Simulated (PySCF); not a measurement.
NMR shielding calculation, with input and output: C$_{4}$H$_{7}$NSi

System: C$_{4}$H$_{7}$NSi.
Method: GIAO PBE0/STO-3G NMR shielding, non-relativistic, gas phase (PySCF 2.14.0).

The geometry comes from this level: PBE0-D3(BJ)/def2-SVP. Figures and captions count atoms from 1; the log counts them from 0 in places.

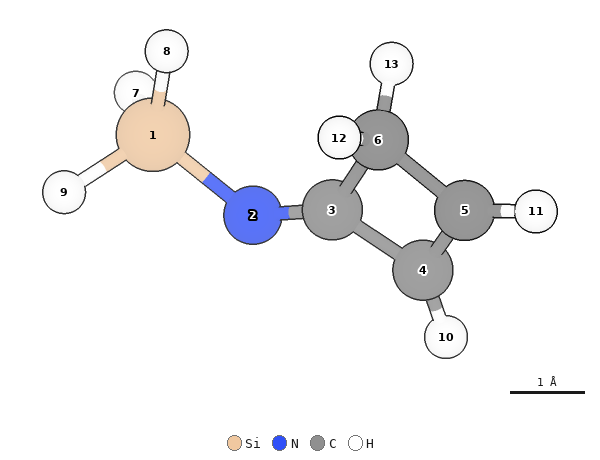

The input geometry (ball-and-stick view, seen at a tilt; atoms are numbered from 1 in the order of the input). Bond lengths as drawn: C–C 1.35 to 1.56 Å, C–H 1.09 to 1.10 Å, C–N 1.26 Å, H–Si 1.49 to 1.50 Å and N–Si 1.74 Å.

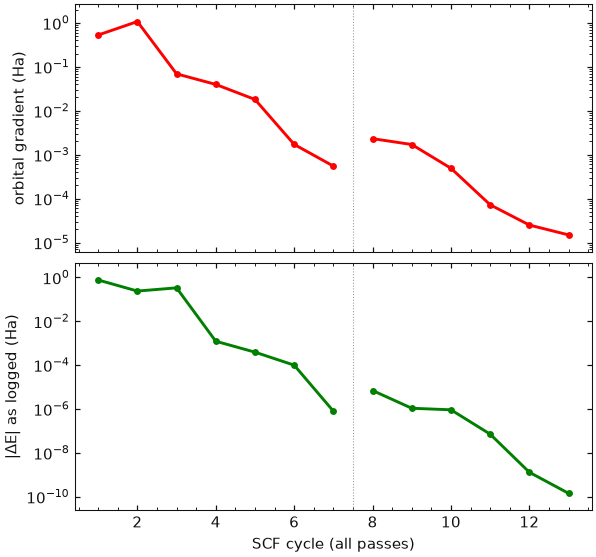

Convergence of the self-consistent field: orbital gradient and size of the energy change against the SCF cycle. The dotted line marks the change from a coarse to the final integration grid. The first 7 cycles use a coarse grid, the final grid takes over at cycle 8, and the field converges after 13 cycles in all.

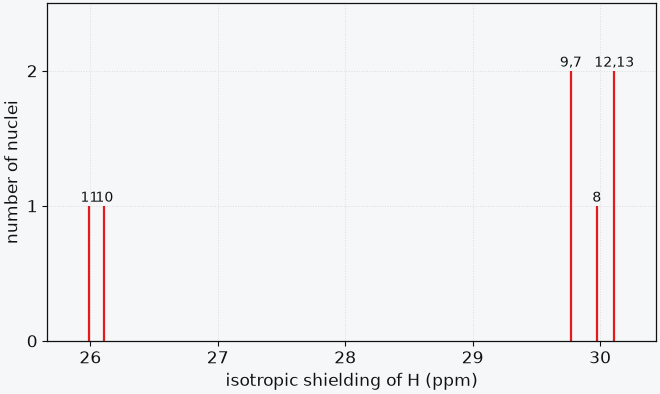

Isotropic shieldings of the hydrogen nuclei in this fixed geometry, labelled by atom number; shielding grows to the right, so chemical shift grows to the left. The least shielded is H11 (26.0 ppm), the most shielded H13 (30.1 ppm).

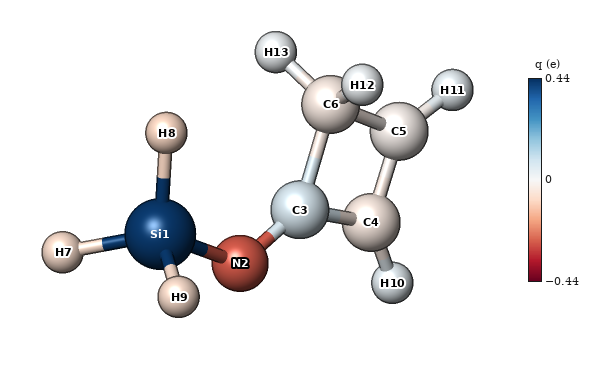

Hirshfeld charges, as the colour of each atom (ball-and-stick view, seen at a tilt; atoms are numbered from 1 in the order of the input). By element: Si +0.42, N −0.27, C −0.04 to +0.07 and H −0.09 to +0.04 e.

The input and output of the run follow.

**Input file**
```
{"job": {"kind": "nmr", "xc": "PBE0", "basis": "STO-3G", "pop": true}, "charge": 0, "multiplicity": 1}
Si     2.191510     0.406281    -0.263812
N      0.823798    -0.561303    -0.748604
C     -0.372693    -0.427965    -0.377229
C     -1.628377    -1.145942    -0.677790
C     -2.342753    -0.341890     0.139747
C     -1.168833     0.515957     0.568598
H      3.199810    -0.490601     0.373090
H      1.853145     1.507790     0.701117
H      2.793618     1.014346    -1.486084
H     -1.869079    -1.997196    -1.317142
H     -3.400291    -0.307804     0.411135
H     -1.197146     1.574339     0.259109
H     -0.884317     0.464060     1.633016
```

The first line tells a small driver script what to run in PySCF; the rest is the geometry in Å.

Run as:
```bash
OMP_NUM_THREADS=1 python <driver script> task.json out
```

**What the program printed**
```
coarse grid: 11376 points
cycle   1  E = -494.4287669634  dE =  7.610e-01  |g| = 5.281e-01  |ddm| = 4.762e+00
cycle   2  E = -494.1909219232  dE =  2.378e-01  |g| = 1.070e+00  |ddm| = 1.912e+00
cycle   3  E = -494.5238516322  dE = -3.329e-01  |g| = 6.908e-02  |ddm| = 1.273e+00
cycle   4  E = -494.5250723512  dE = -1.221e-03  |g| = 3.966e-02  |ddm| = 1.400e-01
cycle   5  E = -494.5254599854  dE = -3.876e-04  |g| = 1.806e-02  |ddm| = 6.121e-02
cycle   6  E = -494.5255587739  dE = -9.879e-05  |g| = 1.712e-03  |ddm| = 2.238e-02
cycle   7  E = -494.5255595634  dE = -7.895e-07  |g| = 5.493e-04  |ddm| = 2.346e-03
final grid: 105360 points
cycle   8  E = -494.4979297712  dE = -6.889e-06  |g| = 2.316e-03  |ddm| = 1.142e-02
cycle   9  E = -494.4979308378  dE = -1.067e-06  |g| = 1.702e-03  |ddm| = 6.493e-03
cycle  10  E = -494.4979317454  dE = -9.077e-07  |g| = 4.901e-04  |ddm| = 2.709e-03
cycle  11  E = -494.4979318157  dE = -7.022e-08  |g| = 7.227e-05  |ddm| = 6.324e-04
cycle  12  E = -494.4979318169  dE = -1.280e-09  |g| = 2.501e-05  |ddm| = 1.062e-04
cycle  13  E = -494.4979318171  dE = -1.401e-10  |g| = 1.493e-05  |ddm| = 4.779e-05
converged SCF energy = -494.4979318171

GIAO shielding tensors (ppm)
atom      isotropic    diamagn.    paramagn.     s11        s22        s33       span
  0 Si     576.275     868.557    -292.282    536.393    564.242    628.191     91.798
  1 N       41.341     316.165    -274.824   -339.647     86.342    377.329    716.975
  2 C      110.839     255.785    -144.946     33.447    133.560    165.510    132.063
  3 C      109.655     261.570    -151.915     32.665    111.738    184.562    151.897
  4 C      103.392     260.972    -157.580      3.198    109.191    197.787    194.589
  5 C      190.244     251.437     -61.193    170.982    187.903    211.848     40.865
  6 H       29.770      30.456      -0.685     26.283     27.547     35.482      9.198
  7 H       29.974      32.419      -2.445     26.157     28.621     35.145      8.987
  8 H       29.770      30.309      -0.538     26.282     27.551     35.478      9.196
  9 H       26.110      30.511      -4.402     24.781     25.095     28.453      3.672
 10 H       25.993      29.833      -3.841     23.886     26.536     27.556      3.670
 11 H       30.108      32.627      -2.519     26.627     28.403     35.294      8.667
 12 H       30.114      32.820      -2.706     26.607     28.434     35.300      8.693
```

**Summary**

```csv
quantity,value
outcome,converged
total energy,−494.497932 hartree
HOMO,−3.91 eV
LUMO,1.95 eV
dipole moment,1.44 D
"isotropic shielding, Si",576.3 ppm
"isotropic shielding, N",41.3 ppm
"isotropic shielding, C",103.4 to 190.2 ppm
"isotropic shielding, H",26.0 to 30.1 ppm
hardware,"1 CPU thread, shared host"
wall time,3.2 s
peak memory,0.43 GiB
```
